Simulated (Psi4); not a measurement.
# SnTe (SMILES [Sn][Te]): BP86/def2-TZVPPD (core potential, sweep point 5)

What is the vertical ionisation energy of SnTe at BP86/def2-TZVPPD (core potential, sweep point 5)? 

The results are computed with Psi4 1.11.

### 1 Starting point

SnTe has 2 atoms, charge 0, and is taken as a singlet. As SMILES, `[Sn][Te]`. Geometry: relaxed at PBE0-D4/def2-TZVP.

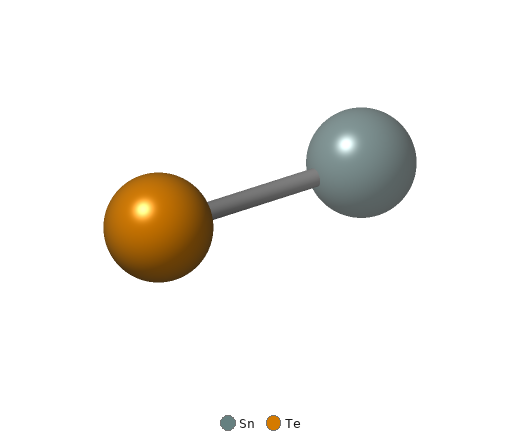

Viewed from a chosen angle; tin teal, tellurium orange.

### 2 The energy at BP86/def2-TZVPPD (core potential, sweep point 5)

The input, calc.dat:

```
memory 1600 mb

molecule {
  0 1
  Sn     0.000000     0.000000     0.009440
  Te     0.000000     0.000000     2.527330
  symmetry c1
}

set globals {
  puream true
  scf_type pk
  dft_radial_points 99
  dft_spherical_points 590
}

e, wfn = energy('bp86/def2-TZVPPD', return_wfn=True)
```

Command:

```bash
$ psi4 -n 1 calc.dat calc.out
```

calc.out:

```text
[...]
    !!!  WARNING: ECP capability is in beta. Please check occupations closely.  !!!
[...]
  Running in c1 symmetry.
[...]
  Nuclear repulsion =  110.968138891595729
[...]
  Multiplicity = 1
[...]
  Nalpha       = 23
  Nbeta        = 23
[...]
    Number of basis functions: 115
[...]
   @RKS iter   1:  -481.35776747893487   -1.43569e+00   1.34449e-02 ADIIS/DIIS
[...]
   @RKS iter  12:  -482.64118591746484   -2.61250e-07   5.31228e-07 DIIS
[...]
    Orbital Energies [Eh]
    ---------------------
    Doubly Occupied:
       1A     -6.029902     2A     -4.915928     3A     -4.201244
       4A     -4.201244     5A     -4.201156     6A     -3.297411
       7A     -3.297411     8A     -3.289776     9A     -1.484392
      10A     -1.482905    11A     -1.482905    12A     -1.482582
      13A     -1.482581    14A     -0.958968    15A     -0.958968
      16A     -0.954542    17A     -0.953185    18A     -0.953185
      19A     -0.560817    20A     -0.399102    21A     -0.226915
      22A     -0.218880    23A     -0.218880
[...]
  @RKS Final Energy:  -482.64118591746484
   => Energetics <=
    Nuclear Repulsion Energy =            110.9681388915957285
    One-Electron Energy =               -1065.4293126632264830
    Two-Electron Energy =                 510.8768813794475818
    DFT Exchange-Correlation Energy =     -39.0568935252816374
    Empirical Dispersion Energy =           0.0000000000000000
    VV10 Nonlocal Energy =                  0.0000000000000000
    Total Energy =                       -482.6411859174648384
[...]
 Multipole Moments:
 ------------------------------------------------------------------------------------
     Multipole            Electronic (a.u.)      Nuclear  (a.u.)        Total (a.u.)
 ------------------------------------------------------------------------------------
 L = 1.  Multiply by 2.5417464519 to convert [e a0] to [Debye]
 Dipole X            :          0.0000023            0.0000000            0.0000023
 Dipole Y            :          0.0000005            0.0000000            0.0000005
 Dipole Z            :         -1.2226209            0.3755312           -0.8470897
 Magnitude           :                                                    0.8470897
[...]
```

It took 13 s on 1 thread of Intel Xeon at 2.70GHz, shared host; peak memory 0.64 GiB.

### 3 The doublet cation

The input, snte.in:

```
memory 1600 mb

molecule molecule1 {
  1 2
  Sn     0.000000     0.000000     0.009440
  Te     0.000000     0.000000     2.527330
  symmetry c1
}

set {
  basis                def2-TZVPPD
  reference            uks
  puream               true
  scf_type             pk
  dft_radial_points    99
  dft_spherical_points 590
  maxiter              100
}

E, wfn = energy("bp86", return_wfn=True)
```

Command:

```bash
$ psi4 -n 1 snte.in snte.out
```

snte.out:

```text
[...]
    !!!  WARNING: ECP capability is in beta. Please check occupations closely.  !!!
[...]
  Running in c1 symmetry.
[...]
  Nuclear repulsion =  110.968138891595729
[...]
  Multiplicity = 2
[...]
  Nalpha       = 23
  Nbeta        = 22
[...]
    Number of basis functions: 115
[...]
   @UKS iter   1:  -481.21810220354132   -1.29602e+00   1.23462e-02 DIIS/ADIIS
[...]
   @UKS iter  17:  -482.31940454176600   -1.67366e-08   8.76068e-07 DIIS
[...]
   @S^2 Observed:                7.536463334E-01
[...]
    Orbital Energies [Eh]
    ---------------------
    Alpha Occupied:
       1A     -6.275322     2A     -5.145248     3A     -4.455065
       4A     -4.443303     5A     -4.441699     6A     -3.529520
       7A     -3.525061     8A     -3.518230     9A     -1.736373
      10A     -1.733604    11A     -1.731503    12A     -1.722712
      13A     -1.721795    14A     -1.189713    15A     -1.189023
      16A     -1.184649    17A     -1.182575    18A     -1.180213
      19A     -0.806635    20A     -0.622077    21A     -0.466622
      22A     -0.444052    23A     -0.438927
    Alpha Virtual:
      24A     -0.339512    25A     -0.326385    26A     -0.218544
[...]
  @UKS Final Energy:  -482.31940454176600
   => Energetics <=
    Nuclear Repulsion Energy =            110.9681388915957285
    One-Electron Energy =               -1054.6086736891893452
    Two-Electron Energy =                 500.1636605931508939
    DFT Exchange-Correlation Energy =     -38.8425303373232538
    Empirical Dispersion Energy =           0.0000000000000000
    VV10 Nonlocal Energy =                  0.0000000000000000
    Total Energy =                       -482.3194045417660050
[...]
 Multipole Moments:
 ------------------------------------------------------------------------------------
     Multipole            Electronic (a.u.)      Nuclear  (a.u.)        Total (a.u.)
 ------------------------------------------------------------------------------------
 L = 1.  Multiply by 2.5417464519 to convert [e a0] to [Debye]
 Dipole X            :          0.0000023            0.0000000            0.0000023
 Dipole Y            :          0.0000237            0.0000000            0.0000237
 Dipole Z            :         -1.1422986            0.3755312           -0.7667674
 Magnitude           :                                                    0.7667674
[...]
```

Run time: 20 s. Hardware: 1 thread of Intel Xeon at 2.70GHz, shared host; peak memory 0.64 GiB.

### 4 Outcome

At BP86/def2-TZVPPD (core potential, sweep point 5):

```
                                          quantity          value
                        singlet SnTe: total energy  -482.64119 Eh
                       singlet SnTe: dipole moment         2.15 D
                         singlet SnTe: HOMO energy       -5.96 eV
                         singlet SnTe: LUMO energy       -3.39 eV
                       singlet SnTe: HOMO–LUMO gap        2.56 eV
                      doublet cation: total energy  -482.31940 Eh
doublet cation: HOMO energy (highest over α and β)      -11.71 eV
 doublet cation: LUMO energy (lowest over α and β)      -11.58 eV
                              doublet cation: ⟨S²⟩          0.754
vertical ionisation energy (to the doublet cation)       8.756 eV
```

**Reading.** The vertical ionisation energy comes to 8.76 eV (202 kcal/mol). −ε(HOMO) before ionisation, 5.96 eV, is 2.80 eV below this ionisation energy.
